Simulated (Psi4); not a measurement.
**Si2H5 (SMILES [SiH2][SiH3]): UBHLYP/def2-SVPD**

What is the energy change on altering one bond length of Si2H5 at UBHLYP/def2-SVPD? 

The results are computed with Psi4 1.11.

1 further run of the same task is left out (set aside as unsound or not needed).

## Step 1: The molecule

The species is Si2H5 (7 atoms), meant as a doublet with charge 0. SMILES: `[SiH2][SiH3]`. Geometry: relaxed at PBE0-D4/def2-TZVP.

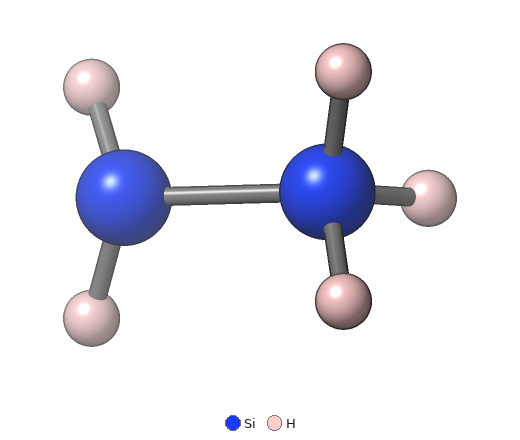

The structure, seen from a chosen angle (silicon blue, hydrogen pink).

## Step 2: Energy and forces at UBHLYP/def2-SVPD

calc.py

```python
import psi4

psi4.set_memory(1600000000)
psi4.set_num_threads(1)
psi4.set_output_file('output.dat', False)

m = psi4.geometry("""
0 2
Si    -0.209600    -1.361200    -0.191100
Si     0.357900     0.889200    -0.062000
H     -0.002600    -2.123900     1.070300
H     -1.573600    -1.624600    -0.725600
H      0.210000     1.502800    -1.408000
H     -0.495800     1.643100     0.898600
H      1.774900     1.006800     0.372200
symmetry c1
""")

psi4.set_options({
    'basis': 'def2-SVPD',
    'reference': 'uks',
    'puream': True,
    'e_convergence': 1e-09,
    'd_convergence': 1e-08,
    'scf_type': 'pk',
    'dft_radial_points': 99,
    'dft_spherical_points': 590,
    'maxiter': 200,
})

e_tot = psi4.gradient("bhhlyp", molecule=m)
print('gradient / Eh bohr^-1')
print(e_tot.np.round(6))
```

Started as:

```sh
$ python calc.py
```

output.dat:

```text
[...]
  Running in c1 symmetry.
[...]
  Nuclear repulsion =   82.797384022765954
[...]
  Multiplicity = 2
[...]
  Nalpha       = 17
  Nbeta        = 16
[...]
    Number of basis functions: 88
[...]
   @UKS iter   1:  -581.71829113852027   -5.23216e-01   1.82479e-03 DIIS/ADIIS
[...]
   @UKS iter  11:  -581.74339618081956   -1.04592e-11   7.45983e-09 DIIS
[...]
   @S^2 Observed:                7.536031951E-01
[...]
    Orbital Energies [Eh]
    ---------------------
    Alpha Occupied:
       1A    -67.137532     2A    -67.137161     3A     -5.616802
       4A     -5.614874     5A     -3.888611     6A     -3.882083
       7A     -3.881510     8A     -3.881351     9A     -3.881249
      10A     -3.881010    11A     -0.648605    12A     -0.573100
      13A     -0.426991    14A     -0.416426    15A     -0.401005
      16A     -0.361455    17A     -0.257912
    Alpha Virtual:
      18A      0.033406    19A      0.036441    20A      0.043781
      21A      0.062515    22A      0.073437    23A      0.074560
      24A      0.098614    25A      0.110606    26A      0.146315
[...]
  @UKS Final Energy:  -581.74339618081956
   => Energetics <=
    Nuclear Repulsion Energy =             82.7973840227659537
    One-Electron Energy =                -969.5997418364117948
    Two-Electron Energy =                 327.4809342943141246
    DFT Exchange-Correlation Energy =     -22.4219726614878674
    Empirical Dispersion Energy =           0.0000000000000000
    VV10 Nonlocal Energy =                  0.0000000000000000
    Total Energy =                       -581.7433961808195590
[...]
 Multipole Moments:
 ------------------------------------------------------------------------------------
     Multipole            Electronic (a.u.)      Nuclear  (a.u.)        Total (a.u.)
 ------------------------------------------------------------------------------------
 L = 1.  Multiply by 2.5417464519 to convert [e a0] to [Debye]
 Dipole X            :          0.3939525           -0.3934292            0.0005234
 Dipole Y            :         -1.3458680            1.3612984            0.0154304
 Dipole Z            :         -0.7180464            0.7220243            0.0039779
 Magnitude           :                                                    0.0159435
[...]
  -Total Gradient:
     Atom            X                  Y                   Z
    ------   -----------------  -----------------  -----------------
       1        0.001570869587     0.004180501831    -0.000239805050
       2       -0.000930913879    -0.004192509554    -0.000355648744
       3        0.000502622986    -0.001197088944     0.001473575635
       4       -0.001615208933    -0.000522768135    -0.000963687303
       5       -0.000233146069     0.000700950855    -0.001794447281
       6       -0.001167425610     0.000977540164     0.001300149111
       7        0.001873132593     0.000053601568     0.000579970738
[...]
```

The script printed:

```text
gradient / Eh bohr^-1
[[ 1.571e-03  4.181e-03 -2.400e-04]
 [-9.310e-04 -4.193e-03 -3.560e-04]
 [ 5.030e-04 -1.197e-03  1.474e-03]
 [-1.615e-03 -5.230e-04 -9.640e-04]
 [-2.330e-04  7.010e-04 -1.794e-03]
 [-1.167e-03  9.780e-04  1.300e-03]
 [ 1.873e-03  5.400e-05  5.800e-04]]
```

It took 19 s on 1 thread of Intel Xeon 6975P-C (Granite Rapids), shared host; peak memory 0.78 GiB.

## Step 3: The distorted shape

input.inp

```
memory 1600 MB

molecule {
  0 2
  Si
  Si 1 2.32444
  H 1 1.488519 2 114.52243
  H 1 1.488478 3 109.94172 2 -130.59822
  H 2 1.486639 1 108.96684 4 -56.24176
  H 2 1.48994 5 108.53496 1 -123.05805
  H 2 1.9327 5 109.06272 6 -118.06565
  symmetry c1
  no_reorient
  no_com
}

set {
  reference uks
  puream true
  e_convergence 1e-09
  d_convergence 1e-08
  scf_type pk
  dft_radial_points 99
  dft_spherical_points 590
  maxiter 200
}

energy_value, wavefunction = gradient("bhhlyp/def2-SVPD", return_wfn=True)
oeprop(wavefunction, "MAYER_INDICES", "MULLIKEN_CHARGES", "WIBERG_LOWDIN_INDICES", title="BHHLYP")
```

Started as:

```sh
$ psi4 input.inp input.out -n 1
```

input.out, shortened:

```text
[...]
  Running in c1 symmetry.
[...]
  Nuclear repulsion =   81.344607703552413
[...]
  Multiplicity = 2
[...]
  Nalpha       = 17
  Nbeta        = 16
[...]
    Number of basis functions: 88
[...]
   @UKS iter   1:  -581.67785654795341   -5.95048e-01   1.80705e-03 DIIS/ADIIS
[...]
   @UKS iter  13:  -581.70442512328987   -5.79803e-12   4.40342e-09 DIIS
[...]
   @S^2 Observed:                7.536539824E-01
[...]
  @UKS Final Energy:  -581.70442512328987
   => Energetics <=
    Nuclear Repulsion Energy =             81.3446077035524127
    One-Electron Energy =                -966.4372987988826935
    Two-Electron Energy =                 325.7653312766380509
    DFT Exchange-Correlation Energy =     -22.3770653045976893
    Empirical Dispersion Energy =           0.0000000000000000
    VV10 Nonlocal Energy =                  0.0000000000000000
    Total Energy =                       -581.7044251232898660
[...]
 Multipole Moments:
 ------------------------------------------------------------------------------------
     Multipole            Electronic (a.u.)      Nuclear  (a.u.)        Total (a.u.)
 ------------------------------------------------------------------------------------
 L = 1.  Multiply by 2.5417464519 to convert [e a0] to [Debye]
 Dipole X            :         -0.3596136            0.5689828            0.2093692
 Dipole Y            :         -0.7547793            0.6213620           -0.1334173
 Dipole Z            :         -1.5076005            1.3867352           -0.1208652
 Magnitude           :                                                    0.2761232
[...]
  -Total Gradient:
     Atom            X                  Y                   Z
    ------   -----------------  -----------------  -----------------
       1        0.001606204245    -0.002213950053     0.004414695300
       2        0.045033461239    -0.030121308608    -0.021804842845
       3       -0.000275792257     0.002047742605    -0.001398474418
       4        0.000790132725    -0.000917522583    -0.001829935842
       5        0.001759088328    -0.003498861503    -0.000569413892
       6        0.004159311405    -0.000373062089    -0.000441447119
       7       -0.053072264594     0.035077136612     0.021629377873
[...]
  Mulliken Charges: (a.u.)
   Center  Symbol    Alpha    Beta     Spin     Total
       1    SI     7.59969  6.58019  1.01950 -0.17988
       2    SI     7.09117  7.09309 -0.00192 -0.18426
[...]
```

Run time: 22 s. Hardware: 1 thread of Intel Xeon 6975P-C (Granite Rapids), shared host; peak memory 0.78 GiB.

## Step 4: What came out

Level: UBHLYP/def2-SVPD.

```
                                                          quantity          value
                                         first shape: total energy  -581.74340 Eh
                                        first shape: dipole moment         0.04 D
                   first shape: HOMO energy (highest over α and β)       -7.02 eV
                    first shape: LUMO energy (lowest over α and β)       -1.84 eV
                                                 first shape: ⟨S²⟩          0.754
                             first shape: largest force on an atom     0.230 eV/Å
                                     distorted shape: total energy  -581.70443 Eh
                                    distorted shape: dipole moment         0.70 D
               distorted shape: HOMO energy (highest over α and β)       -7.13 eV
                distorted shape: LUMO energy (lowest over α and β)       -1.94 eV
                                             distorted shape: ⟨S²⟩          0.754
                         distorted shape: largest force on an atom     3.455 eV/Å
energy change with the Si2–H7 bond stretched from 1.487 to 1.933 Å       1.060 eV
```

With the Si2–H7 bond stretched from 1.487 to 1.933 Å the energy rises by 1.06 eV (102 kJ/mol). The first shape isn't relaxed at this level, so the change isn't measured from a minimum.
